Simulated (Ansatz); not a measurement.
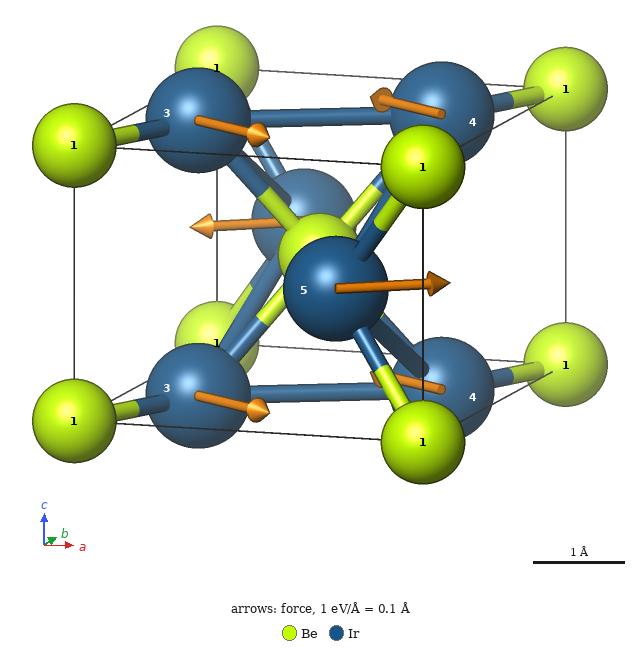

Starting geometry of a crystal of BeIr2 (built on the marcasite_58 type) (coarse preliminary run) with the computed forces as orange arrows. A ball-and-stick model of the cell of the calculation, seen slightly off an axis.

Case: marcasite type (Pnnm, No. 58).

Theory: DFT PBE, scalar-relativistic, plane waves, PAW (Ansatz 0.2.0). Settings: plane-wave cutoff 420 eV; k-point mesh 4 × 4 × 6; occupations gaussian; smearing width 0.1 eV; no spin polarisation; cell and atoms relaxed; force threshold 0.04 eV/Å; at most 70 steps.

Question: What follows when this structure is relaxed?

Answer: It isn't relaxed: the largest force vector, on Ir atoms, is 13.28 eV/Å. The final displacements have little in common with the starting forces (cosine between the two patterns −0.12). Over 17 accepted moves (19 points after the start) the energy falls by 1696 meV per atom. The largest force component goes from 11 to 0.0077 eV/Å. Pressure: 127.02 GPa at the start and 0.08 GPa at the end. At 2 points the geometry stayed and the basis and grid were re-selected for the new cell (energy shift of 51.0 meV per atom at most each time). The largest moves relative to the cell, 0.53 Å, are those of Ir atoms. Be stays in place. Cell: a 4.073 → 5.399 Å (+32.6 %), b 4.971 → 3.896 Å (−21.6 %), c 3.103 → 3.786 Å (+22.0 %). Volume +26.8 %. Among the contacts that change: Be–Ir 3.195 → 2.358 Å, Ir–Ir 2.030 → 2.655 Å, Be–Ir 2.052 → 2.357 Å, Be–Ir 2.064 → 2.338 Å. New bonds form: Be–Ir (3.19 → 2.36 Å). Among the angles between lasting bonds that change: Ir–Be–Ir 88.1° → 109.3°, Ir–Be–Ir 91.9° → 70.7°, Ir–Be–Ir 97.5° → 108.1°. The space group (tolerance 0.01 Å) goes from Pnnm (No. 58) to Immm (No. 71).

Limits of the set-up: the k-point mesh is coarse for a cell with partly filled bands.
